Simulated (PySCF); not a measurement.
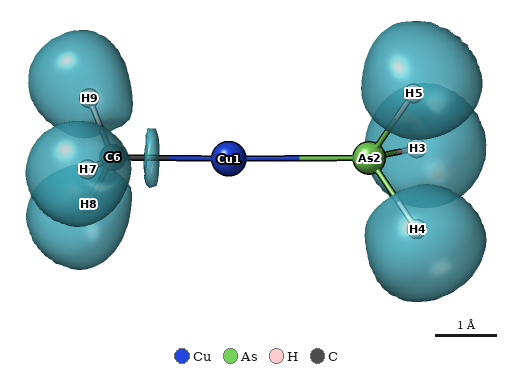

Figure. CH$_{6}$AsCu (Cu(AsH3)Me). Isosurface of the ELF at 0.8 (cyan), seen across its widest extent. Only the valence region is drawn (cores and ρ < 0.01 e/Å³ removed).

Geometry: PBE0-D3(BJ)/def2-SVP.

These are results of B3LYP/def2-SVPD, SCF density, gas phase (PySCF 2.14.0), not measurements.

```yaml
atoms:
  - { symbol: Cu, position_ang: [0.0133, -0.0245, -0.3023] }
  - { symbol: As, position_ang: [-0.0049, -0.0541, 2.0207] }
  - { symbol: H, position_ang: [1.2886, -0.1418, 2.8016] }
  - { symbol: H, position_ang: [-0.7414, -1.1324, 2.7863] }
  - { symbol: H, position_ang: [-0.5834, 1.1215, 2.7783] }
  - { symbol: C, position_ang: [0.0379, 0.0306, -2.2238] }
  - { symbol: H, position_ang: [-0.9855, 0.0230, -2.6383] }
  - { symbol: H, position_ang: [0.5724, -0.8348, -2.6525] }
  - { symbol: H, position_ang: [0.5357, 0.9431, -2.5958] }
```

Question: Identify the bonds, lone pairs and shells in this picture.

Answer: The surface consists of six regions around hydrogen nuclei and one lobe of the valence shell of C pointing towards Cu (polar bonds).

Values along the shortest contacts:
C–Cu (1.92 Å): the ELF peaks at about 0.85 in the valence shell of C, 0.6 Å from its nucleus, and is about 0.35 at the midpoint. Cu–As (2.32 Å): the ELF peaks at about 0.75 between the atoms.
